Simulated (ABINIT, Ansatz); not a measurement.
## A GW run on ZrSe3 (P2_1/m) in ABINIT, with inputs changed

What do changed inputs do to GW on ZrSe3 (P2_1/m)?

Method: LDA and many-body steps on it, plane waves, in ABINIT 10.8.3.

### Step 1. The structure

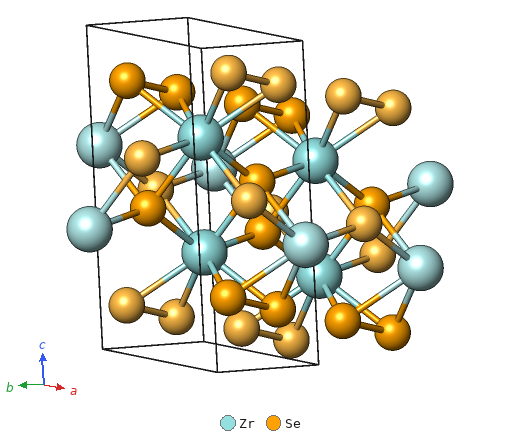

Start, viewed from a free direction; zirconium light teal, selenium orange. 2×1×1 cells are drawn. Some periodic images of atoms are drawn too.

Structure file:

```cif
data_structure
_symmetry_space_group_name_H-M 'P2_1/m'
_symmetry_Int_Tables_number 11
_cell_length_a 5.4109
_cell_length_b 3.7488
_cell_length_c 9.4440
_cell_angle_alpha 90.000
_cell_angle_beta 97.480
_cell_angle_gamma 90.000
_cell_volume 189.94
loop_
_atom_site_label
_atom_site_type_symbol
_atom_site_symmetry_multiplicity
_atom_site_Wyckoff_symbol
_atom_site_fract_x
_atom_site_fract_y
_atom_site_fract_z
_atom_site_occupancy
Zr1 Zr 2 e 0.28500 0.25000 0.65600 1
Se1 Se 2 e 0.76200 0.25000 0.55400 1
Se2 Se 2 e 0.45600 0.25000 0.17400 1
Se3 Se 2 e 0.88800 0.25000 0.16900 1
```

The cell and positions come from the Crystallography Open Database and are kept as given unless a step says otherwise.

### Step 2. Screening, 2×4×1 mesh, 209 bands, screening to 114.3 eV

This step: ABINIT 10.8.3; RPA screening on LDA, plane waves, norm-conserving pseudopotentials.

The RPA dielectric matrix is built and inverted for each q.

run.abi reads:

```
acell 3*1.0 Angstrom
rprim 
  5.410900000000 -0.000000000000 -0.000000000000
  -0.000000000000 3.748800000000 0.000000000000
  -1.229420909100 0.000000000000 9.363634990100
ntypat 2
znucl 40 34
natom 8
typat 1 1 2 2 2 2 2 2
xred 
  0.285000000000 0.250000000000 0.656000000000
  0.715000000000 0.750000000000 0.344000000000
  0.762000000000 0.250000000000 0.554000000000
  0.238000000000 0.750000000000 0.446000000000
  0.456000000000 0.250000000000 0.174000000000
  0.544000000000 0.750000000000 0.826000000000
  0.888000000000 0.250000000000 0.169000000000
  0.112000000000 0.750000000000 0.831000000000
pp_dirpath "pseudos"
pseudos "Zr.upf, Se.upf"
ecut 48
ngkpt 2 4 1
nshiftk 1
shiftk 0 0 0
kptopt 1
chksymbreak 0
istwfk *1
occopt 1
irdwfk 1
optdriver 3
nband 209
ecuteps 4.2
inclvkb 2
awtr 1
symchi 1
indata_prefix "in"
outdata_prefix "out"
tmpdata_prefix "tmp"
```

The run is started by

```console
> OMP_NUM_THREADS=1 mpirun -n 16 abinit run.abi > log
```

Output:

```text
.Version 10.8.3 of ABINIT. v10.8.2 released Aug 2026.

 Symmetries : space group P2_1/m (# 11); Bravais mP (primitive monocl.)
[... echo of the input left out ...]
== DATASET  1 ==================================================================
-   mpi_nproc: 16, omp_nthreads: 1 (-1 if OMP is not activated)

--- !DatasetInfo
iteration_state: {dtset: 1, }
dimensions: {natom: 8, nkpt: 6, mband: 209, nsppol: 1, nspinor: 1, nspden: 1, mpw: 20400, }
cutoff_energies: {ecut:  48.0, pawecutdg:  -1.0, }
electrons: {nelect:   1.68000000E+02, charge:   0.00000000E+00, occopt:   1.00000000E+00, tsmear:   1.00000000E-02, }

 SCREENING: Calculation of the susceptibility and dielectric matrices

 Based on a program developped by R.W. Godby, V. Olevano, G. Onida, and L. Reining.
 Incorporated in ABINIT by V. Olevano, G.-M. Rignanese, and M. Torrent.
.Using double precision arithmetic ; gwpc =  8

[... cell and pseudopotentials left out ...]
--------------------------------------------------------------------------------

 ==== K-mesh for the wavefunctions ====
 Number of points in the irreducible wedge :     6
[... list of points left out ...]
 Together with  4 symmetry operations and time-reversal symmetry
 yields     8 points in the full Brillouin Zone.

 ==== Q-mesh for the screening function ====
 Number of points in the irreducible wedge :     6
[... list of points left out ...]
 Together with  4 symmetry operations and time-reversal symmetry
 yields     8 points in the full Brillouin Zone.

 setmesh: FFT mesh size selected  =    45x   30x   72
          total number of points  =        97200

 vcoul_init : cutoff-mode = AUXILIARY_FUNCTION
 q-points for optical limit:   1
     1)      0.000010    0.000020    0.000030

- screening: taking advantage of time-reversal symmetry
- Maximum band index for partially occupied states nbvw = 84
- Remaining bands to be divided among processors   nbcw = 125
- Number of bands treated by each node ~7

 Number of electrons calculated from density =  168.0000; Expected =  168.0000
 average of density, n =  0.131071
 r_s =    1.2212
 omega_plasma =   34.9228 [eV]

 calculating chi0 at frequencies [eV] :
  1    0.000000E+00    0.000000E+00
  2    0.000000E+00    3.492278E+01

--------------------------------------------------------------------------------
  q-point number  1        q = ( 0.000000, 0.000000, 0.000000) [r.l.u.]
--------------------------------------------------------------------------------
[... chi0 elements left out ...]
 For q-point:  0.000010 0.000020 0.000030
  dielectric constant =  17.0457
  dielectric constant without local fields =  19.7442

  Average fulfillment of the sum rule on Im[epsilon] for q-point    1 :     30.17  [%]
[... wings left out ...]
  q-point number  2        q = ( 0.500000, 0.000000, 0.000000) [r.l.u.]
--------------------------------------------------------------------------------
[... chi0 elements left out ...]
  Average fulfillment of the sum rule on Im[epsilon] for q-point    2 :     31.79  [%]

 [... 4 further q-points ...]
```

Run time: 2.3 min. Hardware: 16 MPI ranks of Arm Neoverse V2, shared host; peak memory 20 GiB; 37 min of CPU time.

This step gave:

- ε∞ with local fields, on this mesh, along the program's q direction: 17.05
- the same without local fields: 19.74
- plasma frequency: 34.92 eV
- plane waves in the screening matrix: 521

Local fields lower ε∞ by 14 %. On a Γ-centred mesh this coarse the value itself is usually too large, while a short band sum pulls it down.

### Step 3. Base

The self-energy is evaluated for the states that the input lists, and the levels follow from it, in one-shot runs by the linearised quasiparticle equation.

This step: G0W0 on LDA, plane waves, norm-conserving pseudopotentials.

Edit run.abi of step 2 so:

```diff
@@ -29,8 +29,17 @@
 irdwfk 1
-optdriver 3
+optdriver 4
 nband 209
+gwcalctyp 0
+ecutsigx 48
+symsigma 1
+nkptgw 2
+kptgw 
+  0.0000000000 0.0000000000 0.0000000000
+  0.5000000000 0.0000000000 0.0000000000
+bdgw 
+  83 86
+  83 86
 ecuteps 4.2
-inclvkb 2
-awtr 1
-symchi 1
+irdscr 1
+ppmodel 1
 indata_prefix "in"
```

Output:

```text
.Version 10.8.3 of ABINIT. v10.8.2 released Aug 2026.

 Symmetries : space group P2_1/m (# 11); Bravais mP (primitive monocl.)
[... echo of the input left out ...]
== DATASET  1 ==================================================================
-   mpi_nproc: 16, omp_nthreads: 1 (-1 if OMP is not activated)

--- !DatasetInfo
iteration_state: {dtset: 1, }
dimensions: {natom: 8, nkpt: 6, mband: 209, nsppol: 1, nspinor: 1, nspden: 1, mpw: 20400, }
cutoff_energies: {ecut:  48.0, pawecutdg:  -1.0, }
electrons: {nelect:   1.68000000E+02, charge:   0.00000000E+00, occopt:   1.00000000E+00, tsmear:   1.00000000E-02, }

 SIGMA: Calculation of the GW corrections

 Based on a program developped by R.W. Godby, V. Olevano, G. Onida, and L. Reining.
 Incorporated in ABINIT by V. Olevano, G.-M. Rignanese, and M. Torrent.
.Using double precision arithmetic ; gwpc =  8

[... cell and pseudopotentials left out ...]
--------------------------------------------------------------------------------

 ==== K-mesh for the wavefunctions ====
 Number of points in the irreducible wedge :     6
[... list of points left out ...]
 Together with  4 symmetry operations and time-reversal symmetry
 yields     8 points in the full Brillouin Zone.

 ==== Q-mesh for screening function ====
 Number of points in the irreducible wedge :     6
[... list of points left out ...]
 Together with  4 symmetry operations and time-reversal symmetry
 yields     8 points in the full Brillouin Zone.

 vcoul_init : cutoff-mode = AUXILIARY_FUNCTION
 q-points for optical limit:   1
     1)      0.000010    0.000020    0.000030
 setmesh: FFT mesh size selected  =    72x   48x  120
          total number of points  =       414720

 Number of electrons calculated from density =  168.0000; Expected =  168.0000
 average of density, n =  0.131071
 r_s =    1.2212
 omega_plasma =   34.9228 [eV]

 === KS Band Gaps ===
  >>>> For spin  1
   Minimum direct gap =   0.5953 [eV], located at k-point      :   0.5000  0.0000  0.0000
   Fundamental gap    =   0.2918 [eV], Top of valence bands at :   0.0000  0.0000  0.0000
                                       Bottom of conduction at :   0.5000  0.0000  0.0000
 SIGMA fundamental parameters:
 PLASMON POLE MODEL  1
 number of plane-waves for SigmaX                20343
 number of plane-waves for SigmaC and W            521
 number of plane-waves for wavefunctions         20343
 number of bands                                   209
 number of independent spin polarizations            1
 number of spinorial components                      1
 number of k-points in IBZ                           6
 number of q-points in IBZ                           6
 number of symmetry operations                       4
 number of k-points in BZ                            8
 number of q-points in BZ                            8
 number of frequencies for dSigma/dE                 9
 frequency step for dSigma/dE [eV]                0.25
 number of omega for Sigma on real axis              0
 max omega for Sigma on real axis  [eV]           0.00
 zcut for avoiding poles [eV]                     0.10

 EPSILON^-1 parameters (SCR file):
 dimension of the eps^-1 matrix on file            521
 dimension of the eps^-1 matrix used               521
 number of plane-waves for wavefunctions         20343
 number of bands                                   209
 number of q-points in IBZ                           6
 number of frequencies                               2
 number of real frequencies                          1
 number of imag frequencies                          1

 matrix elements of self-energy operator (all in [eV])

 Perturbative Calculation

--- !SelfEnergy_ee
iteration_state: {dtset: 1, }
kpoint     : [   0.000,    0.000,    0.000, ]
spin       : 1
KS_gap     :    0.626
QP_gap     :    1.028
Delta_QP_KS:    0.401
data: !SigmaeeData |
     Band     E0 <VxcDFT>   SigX SigC(E0)      Z dSigC/dE  Sig(E)    E-E0       E
       83   6.127 -15.080 -16.276   1.862   0.794  -0.259 -14.551   0.530   6.656
       84   6.253 -15.341 -16.921   2.243   0.795  -0.258 -14.814   0.526   6.779
       85   6.879 -13.260  -8.379  -3.716   0.797  -0.254 -12.332   0.928   7.807
       86   7.247 -13.681  -8.102  -4.263   0.793  -0.261 -12.637   1.044   8.290

--- !SelfEnergy_ee
iteration_state: {dtset: 1, }
kpoint     : [   0.500,    0.000,    0.000, ]
spin       : 1
KS_gap     :    0.595
QP_gap     :    1.172
Delta_QP_KS:    0.577
data: !SigmaeeData |
     Band     E0 <VxcDFT>   SigX SigC(E0)      Z dSigC/dE  Sig(E)    E-E0       E
       83   5.878 -15.025 -16.693   2.218   0.794  -0.260 -14.588   0.436   6.314
       84   5.949 -15.079 -16.666   2.148   0.794  -0.260 -14.633   0.446   6.395
       85   6.545 -14.133 -10.081  -2.762   0.793  -0.262 -13.111   1.022   7.567
       86   6.885 -14.406 -10.124  -2.896   0.792  -0.262 -13.308   1.098   7.983

== END DATASET(S) ==============================================================
================================================================================

 -outvars: echo values of variables after computation  --------
           etotal      0.0000000000E+00
            nband         209
             nkpt           6
          spgroup          11
 [... the other variables as echoed above ...]

 Calculation completed.
```

Elapsed: 16 s, on 16 MPI ranks; peak memory 7 GiB; 4.1 min of CPU time.

This step gave:

| Property | Result |
| --- | --- |
| G0W0 gap on the points computed | 0.7880 eV |
| starting gap on the mesh | 0.2917 eV |
| k of the valence top | 0, 0, 0 |
| k of the conduction bottom | 0.5, 0, 0 |
| Z at the valence top | 0.795 |
| Z at the conduction bottom | 0.793 |
| least direct G0W0 gap on the computed points | 1.028 eV |

The gap on the mesh goes from 0.29 eV to 0.79 eV, a correction of +0.50 eV.

### Step 4. Broadening of the poles

Edit run.abi of step 3 so:

```diff
@@ -44,2 +44,3 @@
 ppmodel 1
+zcut 0.5 eV
 indata_prefix "in"
```

Output:

```text
.Version 10.8.3 of ABINIT. v10.8.2 released Aug 2026.

 Symmetries : space group P2_1/m (# 11); Bravais mP (primitive monocl.)
[... echo of the input left out ...]
== DATASET  1 ==================================================================
-   mpi_nproc: 16, omp_nthreads: 1 (-1 if OMP is not activated)

--- !DatasetInfo
iteration_state: {dtset: 1, }
dimensions: {natom: 8, nkpt: 6, mband: 209, nsppol: 1, nspinor: 1, nspden: 1, mpw: 20400, }
cutoff_energies: {ecut:  48.0, pawecutdg:  -1.0, }
electrons: {nelect:   1.68000000E+02, charge:   0.00000000E+00, occopt:   1.00000000E+00, tsmear:   1.00000000E-02, }

 SIGMA: Calculation of the GW corrections

 Based on a program developped by R.W. Godby, V. Olevano, G. Onida, and L. Reining.
 Incorporated in ABINIT by V. Olevano, G.-M. Rignanese, and M. Torrent.
.Using double precision arithmetic ; gwpc =  8

[... cell and pseudopotentials left out ...]
--------------------------------------------------------------------------------

 ==== K-mesh for the wavefunctions ====
 Number of points in the irreducible wedge :     6
[... list of points left out ...]
 Together with  4 symmetry operations and time-reversal symmetry
 yields     8 points in the full Brillouin Zone.

 ==== Q-mesh for screening function ====
 Number of points in the irreducible wedge :     6
[... list of points left out ...]
 Together with  4 symmetry operations and time-reversal symmetry
 yields     8 points in the full Brillouin Zone.

 vcoul_init : cutoff-mode = AUXILIARY_FUNCTION
 q-points for optical limit:   1
     1)      0.000010    0.000020    0.000030
 setmesh: FFT mesh size selected  =    72x   48x  120
          total number of points  =       414720

 Number of electrons calculated from density =  168.0000; Expected =  168.0000
[...]
number of omega for Sigma on real axis              0
 max omega for Sigma on real axis  [eV]           0.00
 zcut for avoiding poles [eV]                     0.50

 EPSILON^-1 parameters (SCR file):
 dimension of the eps^-1 matrix on file            521
 dimension of the eps^-1 matrix used               521
 number of plane-waves for wavefunctions         20343
 number of bands                                   209
 number of q-points in IBZ                           6
 number of frequencies                               2
 number of real frequencies                          1
 number of imag frequencies                          1

 matrix elements of self-energy operator (all in [eV])

 Perturbative Calculation

--- !SelfEnergy_ee
iteration_state: {dtset: 1, }
kpoint     : [   0.000,    0.000,    0.000, ]
spin       : 1
KS_gap     :    0.626
QP_gap     :    1.028
Delta_QP_KS:    0.401
data: !SigmaeeData |
     Band     E0 <VxcDFT>   SigX SigC(E0)      Z dSigC/dE  Sig(E)    E-E0       E
       83   6.127 -15.080 -16.276   1.862   0.794  -0.259 -14.551   0.530   6.656
       84   6.253 -15.341 -16.921   2.243   0.795  -0.258 -14.814   0.526   6.779
       85   6.879 -13.260  -8.379  -3.716   0.797  -0.254 -12.332   0.928   7.807
[...]
--- !SelfEnergy_ee
iteration_state: {dtset: 1, }
kpoint     : [   0.500,    0.000,    0.000, ]
spin       : 1
KS_gap     :    0.595
QP_gap     :    1.172
Delta_QP_KS:    0.577
data: !SigmaeeData |
     Band     E0 <VxcDFT>   SigX SigC(E0)      Z dSigC/dE  Sig(E)    E-E0       E
[...]
85   6.545 -14.133 -10.081  -2.762   0.793  -0.262 -13.111   1.022   7.567
       86   6.885 -14.406 -10.124  -2.896   0.792  -0.262 -13.308   1.098   7.983

== END DATASET(S) ==============================================================
================================================================================

 -outvars: echo values of variables after computation  --------
           etotal      0.0000000000E+00
            nband         209
             nkpt           6
          spgroup          11
 [... the other variables as echoed above ...]

 Calculation completed.
```

Elapsed: 16 s, on 16 MPI ranks; peak memory 6.8 GiB; 4.3 min of CPU time.

Numbers from this step:

| Quantity | Value |
| --- | --- |
| G0W0 gap on the points computed | 0.7880 eV |
| starting gap on the mesh | 0.2917 eV |
| k of the valence top | 0, 0, 0 |
| k of the conduction bottom | 0.5, 0, 0 |
| Z at the valence top | 0.795 |
| Z at the conduction bottom | 0.793 |
| least direct G0W0 gap on the computed points | 1.028 eV |

Against G0W0 in ABINIT (2×4×1 mesh, 209 bands, screening to 114.3 eV, Godby-Needs plasmon pole), the gap moves by +0.000 eV.

(Part 1 of 2 ends here.)

[Paths, hosts, dates, memory and timing lines, banners, echoed tables and standing remarks are left out of the program output.]

[Logs are printed without paths, hosts, clocks, repeated set-up lines and the standing remarks that a program may print on its own settings, such as how far it seeks lower states.]

[Runs of the session that timed out or met a known fault of the program may be left out.]

[Hosts, paths, dates, database ids (printed as entryN), source tags and the programs' standing remarks are cut or masked in the printed files.]

[G0W0 gaps are taken among the corrected bands and points alone; a level outside them can change the order at an edge.]

[Where Ansatz stands beside ABINIT at settings called matched, ABINIT's density can come from a denser mesh and the files from another edition; pairs whose starting gaps differed by over 0.03 eV were left out, so agreement reads better than it is.]
